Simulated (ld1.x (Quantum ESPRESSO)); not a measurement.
# Pseudopotential generation: Sc (part 2 of 2)

Continued. System: scandium (Sc, Z = 21), core [Ne], reference valence 3s2 3p6 3d1 4s2 4p0, valence charge 11. Method: RRKJ potential, PBEsol, scalar-relativistic, made with ld1.x (Quantum ESPRESSO) 7.5.

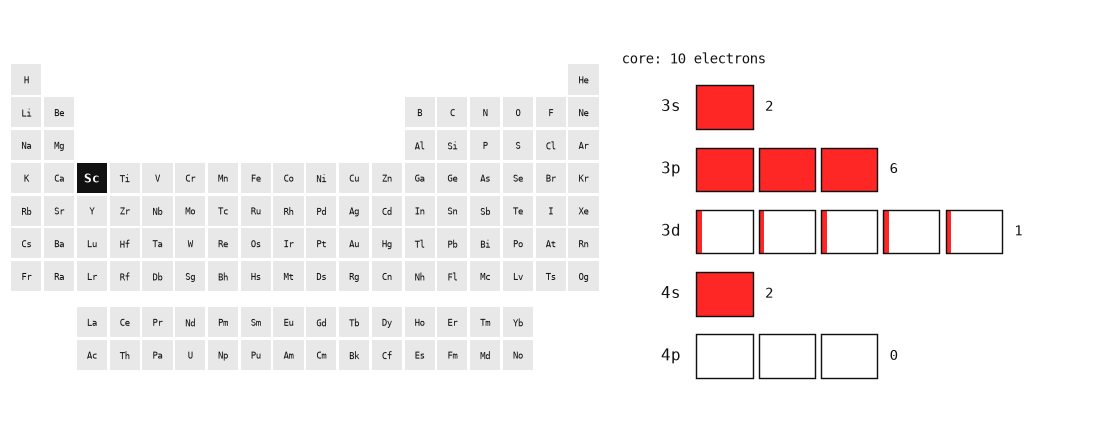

Left, the place of scandium in the periodic table; right, the valence shells of the reference configuration: a box for each of the 2l + 1 orbitals, shaded by the share of the shell that is filled, with the electron count at the right.

### Output of the test run (extracts), continued
```
     ---------------------- Testing the pseudopotential ----------------------

     Sc
     scalar relativistic calculation

     atomic number is 21.00   valence charge is 11.00
     dft =PBESOL   lsd =0 sic =0 latt =0  beta=0.20 tr2=1.0E-14
     mesh =1173 r(mesh) = 100.03074 xmin = -7.00 dx = 0.01250

     n l     nl             e AE (Ry)        e PS (Ry)    De AE-PS (Ry)
     1 0     3S   1( 2.00)       -4.21697       -4.20735       -0.00962  !
     2 1     3P   1( 6.00)       -2.64810       -2.63864       -0.00946  !
     3 2     3D   1( 1.00)       -0.39785       -0.39208       -0.00576  !
     2 0     4S   1( 0.00)       -0.39975       -0.40219        0.00245
     3 1     4P   1( 2.00)       -0.18356       -0.17751       -0.00605  !

     eps = 3.8E-15  iter = 30

     Etot =   -1525.874331 Ry,    -762.937165 Ha,  -20760.577889 eV
     Etotps =   -93.107941 Ry,     -46.553971 Ha,   -1266.798076 eV
     dEtot_ae =       0.417739 Ry
     dEtot_ps =       0.428104 Ry,   Delta E=      -0.010365 Ry

     Ekin =      35.966786 Ry,      17.983393 Ha,     489.353047 eV
     Encl =    -189.551032 Ry,     -94.775516 Ha,   -2578.973173 eV
     Ehrt =      70.883929 Ry,      35.441964 Ha,     964.424982 eV
     Ecxc =     -12.493181 Ry,      -6.246590 Ha,    -169.978386 eV
     (Ecc =      -0.566550 Ry,      -0.283275 Ha,      -7.708301 eV)
     Epseu=       2.085557 Ry,       1.042779 Ha,      28.375453 eV

     ---------------------- End of pseudopotential test ----------------------

     ---------------------- Testing the pseudopotential ----------------------

     Sc
     scalar relativistic calculation

     atomic number is 21.00   valence charge is 11.00
     dft =PBESOL   lsd =0 sic =0 latt =0  beta=0.20 tr2=1.0E-14
     mesh =1173 r(mesh) = 100.03074 xmin = -7.00 dx = 0.01250

     n l     nl             e AE (Ry)        e PS (Ry)    De AE-PS (Ry)
     1 0     3S   1( 2.00)       -4.27745       -4.28325        0.00580  !
     2 1     3P   1( 6.00)       -2.70994       -2.71556        0.00562  !
     3 2     3D   1( 1.00)       -0.47416       -0.48056        0.00640  !
     2 0     4S   1( 1.50)       -0.50553       -0.51825        0.01273  !
     3 1     4P   1( 0.00)       -0.27831       -0.29029        0.01198  !

     eps = 7.1E-15  iter = 33

     Etot =   -1526.089339 Ry,    -763.044670 Ha,  -20763.503229 eV
     Etotps =   -93.329988 Ry,     -46.664994 Ha,   -1269.819178 eV
     dEtot_ae =       0.202731 Ry
     dEtot_ps =       0.206058 Ry,   Delta E=      -0.003327 Ry

     Ekin =      35.555765 Ry,      17.777882 Ha,     483.760824 eV
     Encl =    -188.712015 Ry,     -94.356007 Ha,   -2567.557761 eV
     Ehrt =      69.978129 Ry,      34.989065 Ha,     952.100955 eV
     Ecxc =     -12.444315 Ry,      -6.222157 Ha,    -169.313530 eV
     (Ecc =      -0.566550 Ry,      -0.283275 Ha,      -7.708301 eV)
     Epseu=       2.292447 Ry,       1.146224 Ha,      31.190334 eV

     ---------------------- End of pseudopotential test ----------------------
```

### Summary

- outcome: generated
- cutoffs needed: 70 Ry and 90 Ry (the cutoffs, on a coarse ladder, from which the occupation-weighted sum of valence levels, in a spherical-Bessel basis at the reference potential, stays within 10 and 1 mRy of its value at 400 Ry); ghost states and empty shells don't enter this sum
- ghost test: no ghost state below the valence levels in the s, p, d, f channels (spherical-Bessel basis up to 400 Ry, 20 bohr box)
- largest excitation error: -1187 meV (all-electron minus pseudo) for 3s2 3p6 3d0 4s0 4p0, out of 7 test configurations
- range over which the phases arctan(r u′/u) at the test radius agree within 0.05 rad (a looser test near the poles than one of phase shifts): s: over the whole range computed; p: over the whole range computed; d: up to about 3.3 Ry
- hardware: 1 CPU thread, shared host
- wall time: 1.9 s

### Notes

An excitation error of 1187 meV in its own tests makes this a poorly transferable potential.
